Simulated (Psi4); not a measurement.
# AlClF2 (SMILES [F][Al]([F])[Cl]): PBE/def2-QZVPD (density fitting, sweep point 6)

What is the vertical ionisation energy of AlClF2 at PBE/def2-QZVPD (density fitting, sweep point 6)? 

The calculation is run with Psi4 1.11.

## Step 1: Starting point

The species is AlClF2 (4 atoms), meant as a singlet with charge 0. SMILES: `[F][Al]([F])[Cl]`. Geometry: relaxed at PBE0-D4/def2-TZVP.

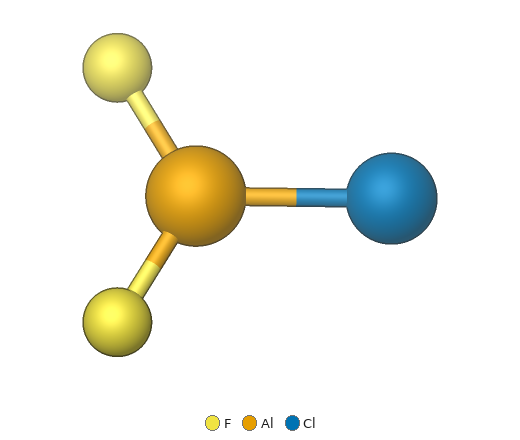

The structure, seen from a chosen angle (fluorine yellow, aluminium amber, chlorine blue).

## Step 2: The energy at PBE/def2-QZVPD (density fitting, sweep point 6)

Contents of calc.py:

```python
import psi4

psi4.set_memory(1600000000)
psi4.set_num_threads(1)
psi4.set_output_file('output.dat', False)

geom = psi4.geometry("""
0 1
F      0.997200     0.721760     1.149640
Al     0.069280    -0.050750     0.053570
F      0.273490    -1.653820    -0.164660
Cl    -1.339980     0.982810    -1.038560
symmetry c1
""")

psi4.set_options(dict(basis='def2-QZVPD', puream=True, scf_type='df', dft_radial_points=99, dft_spherical_points=590))

result = psi4.energy('PBE')
print('E =', round(result, 9))
for k, v in sorted(psi4.core.scalar_variables().items()):
    print(f'{k:45s} {v:18.10f}')
```

The run is started by

```sh
$ python calc.py
```

output.dat (excerpt; [...] marks lines left out):

```text
[...]
  Running in c1 symmetry.
[...]
  Nuclear repulsion =  198.347935170660406
[...]
  Multiplicity = 1
[...]
  Nalpha       = 24
  Nbeta        = 24
[...]
    Number of basis functions: 287
[...]
   @DF-RKS iter   1:  -901.96187769510141   -3.69709e-01   2.96931e-03 DIIS/ADIIS
[...]
   @DF-RKS iter   9:  -902.17616126507949   -3.79953e-09   6.37610e-08 DIIS
[...]
    Orbital Energies [Eh]
    ---------------------
    Doubly Occupied:
       1A   -100.682466     2A    -55.439548     3A    -24.249276
       4A    -24.249275     5A     -9.194475     6A     -7.014239
       7A     -7.010319     8A     -7.009420     9A     -3.993370
      10A     -2.600363    11A     -2.593272    12A     -2.592609
      13A     -1.077591    14A     -1.069417    15A     -0.766056
      16A     -0.447505    17A     -0.409549    18A     -0.394362
      19A     -0.387284    20A     -0.373025    21A     -0.365876
      22A     -0.364524    23A     -0.321384    24A     -0.313113
[...]
  @DF-RKS Final Energy:  -902.17616126507949
   => Energetics <=
    Nuclear Repulsion Energy =            198.3479351706604064
    One-Electron Energy =               -1647.3515896936373792
    Two-Electron Energy =                 614.2898659244947339
    DFT Exchange-Correlation Energy =     -67.4623726665971759
    Empirical Dispersion Energy =           0.0000000000000000
    VV10 Nonlocal Energy =                  0.0000000000000000
    Total Energy =                       -902.1761612650794859
[...]
 Multipole Moments:
 ------------------------------------------------------------------------------------
     Multipole            Electronic (a.u.)      Nuclear  (a.u.)        Total (a.u.)
 ------------------------------------------------------------------------------------
 L = 1.  Multiply by 2.5417464519 to convert [e a0] to [Debye]
 Dipole X            :          0.6859799           -0.8142203           -0.1282404
 Dipole Y            :         -0.5029471            0.5972125            0.0942654
 Dipole Z            :          0.5313120           -0.6311056           -0.0997935
 Magnitude           :                                                    0.1878572
[...]
```

On the terminal:

```text
E = -902.176161265
CURRENT ENERGY                                   -902.1761612651
CURRENT REFERENCE ENERGY                         -902.1761612651
DD SOLVATION ENERGY                                 0.0000000000
DFT FUNCTIONAL TOTAL ENERGY                      -902.1761612651
DFT TOTAL ENERGY                                 -902.1761612651
DFT VV10 ENERGY                                     0.0000000000
DFT XC ENERGY                                     -67.4623726666
GRID ELECTRONS ALPHA                               23.9999984392
GRID ELECTRONS BETA                                23.9999984392
GRID ELECTRONS TOTAL                               47.9999968785
NUCLEAR REPULSION ENERGY                          198.3479351707
ONE-ELECTRON ENERGY                             -1647.3515896936
PCM POLARIZATION ENERGY                             0.0000000000
PE ENERGY                                           0.0000000000
SCF ITERATION ENERGY                             -902.1761612651
SCF ITERATIONS                                      9.0000000000
SCF TOTAL ENERGY                                 -902.1761612651
TWO-ELECTRON ENERGY                               614.2898659245
XC GRID RADIAL POINTS                              99.0000000000
XC GRID SPHERICAL POINTS                          590.0000000000
XC GRID TOTAL POINTS                           227616.0000000000
```

It took 45 s on 1 thread of Intel Xeon at 2.70GHz, shared host; peak memory 1.1 GiB.

## Step 3: The doublet cation, same level

Contents of run.py:

```python
import psi4

psi4.set_memory('1600 MB')
psi4.set_num_threads(1)
psi4.core.set_output_file('output.dat', False)

geom = psi4.geometry("""
1 2
F      0.997200     0.721760     1.149640
Al     0.069280    -0.050750     0.053570
F      0.273490    -1.653820    -0.164660
Cl    -1.339980     0.982810    -1.038560
symmetry c1
""")

psi4.set_options({
    'basis': 'def2-QZVPD',
    'reference': 'uks',
    'puream': True,
    'scf_type': 'df',
    'dft_radial_points': 99,
    'dft_spherical_points': 590,
    'maxiter': 100,
})

result, w = psi4.energy('PBE', molecule=geom, return_wfn=True)
print(f'total energy {result:.8f} hartree = {result * 27.211386:.5f} eV')
```

The run is started by

```sh
$ python run.py
```

output.dat (excerpt; [...] marks lines left out):

```text
[...]
  Running in c1 symmetry.
[...]
  Nuclear repulsion =  198.347935170660406
[...]
  Multiplicity = 2
[...]
  Nalpha       = 24
  Nbeta        = 23
[...]
    Number of basis functions: 287
[...]
   @DF-UKS iter   1:  -901.50037245377712    9.17959e-02   2.81545e-03 ADIIS/DIIS
[...]
   @DF-UKS iter  12:  -901.72695851535934   -1.90799e-08   9.68236e-07 DIIS
[...]
   @S^2 Observed:                7.525142914E-01
[...]
    Orbital Energies [Eh]
    ---------------------
    Alpha Occupied:
       1A   -101.011772     2A    -55.694167     3A    -24.504451
       4A    -24.504450     5A     -9.519871     6A     -7.346327
       7A     -7.336031     8A     -7.331399     9A     -4.246955
      10A     -2.853257    11A     -2.847580    12A     -2.846070
      13A     -1.324438    14A     -1.316440    15A     -1.077722
      16A     -0.697464    17A     -0.655548    18A     -0.654355
      19A     -0.634598    20A     -0.627910    21A     -0.623826
      22A     -0.612173    23A     -0.608623    24A     -0.603566
    Alpha Virtual:
      25A     -0.310483    26A     -0.270112    27A     -0.201403
[...]
  @DF-UKS Final Energy:  -901.72695851535934
   => Energetics <=
    Nuclear Repulsion Energy =            198.3479351706604064
    One-Electron Energy =               -1634.3665714748781284
    Two-Electron Energy =                 601.3972974808490335
    DFT Exchange-Correlation Energy =     -67.1056196919905830
    Empirical Dispersion Energy =           0.0000000000000000
    VV10 Nonlocal Energy =                  0.0000000000000000
    Total Energy =                       -901.7269585153593425
[...]
 Multipole Moments:
 ------------------------------------------------------------------------------------
     Multipole            Electronic (a.u.)      Nuclear  (a.u.)        Total (a.u.)
 ------------------------------------------------------------------------------------
 L = 1.  Multiply by 2.5417464519 to convert [e a0] to [Debye]
 Dipole X            :          0.0812747           -0.8142203           -0.7329456
 Dipole Y            :         -0.0594129            0.5972125            0.5377996
 Dipole Z            :          0.0626229           -0.6311056           -0.5684827
 Magnitude           :                                                    1.0721988
[...]
```

On the terminal:

```text
total energy -901.72695852 hartree = -24537.24033 eV
```

Wall time 96 s (1 thread of Intel Xeon at 2.70GHz, shared host); peak memory 1.1 GiB.

## Step 4: Outcome

Level: PBE/def2-QZVPD (density fitting, sweep point 6).

| quantity | value |
| --- | --- |
| singlet AlClF2: total energy | -902.17616 Eh |
| singlet AlClF2: dipole moment | 0.48 D |
| singlet AlClF2: HOMO energy | -8.52 eV |
| singlet AlClF2: LUMO energy | -2.41 eV |
| singlet AlClF2: HOMO–LUMO gap | 6.11 eV |
| doublet cation: total energy | -901.72696 Eh |
| doublet cation: HOMO energy (highest over α and β) | -16.18 eV |
| doublet cation: LUMO energy (lowest over α and β) | -15.74 eV |
| doublet cation: ⟨S²⟩ | 0.753 |
| vertical ionisation energy (to the doublet cation) | 12.223 eV |

What this shows: The vertical ionisation energy comes to 12.22 eV (1179 kJ/mol). The negative HOMO energy of the first species, 8.52 eV, lies 3.70 eV below that difference.
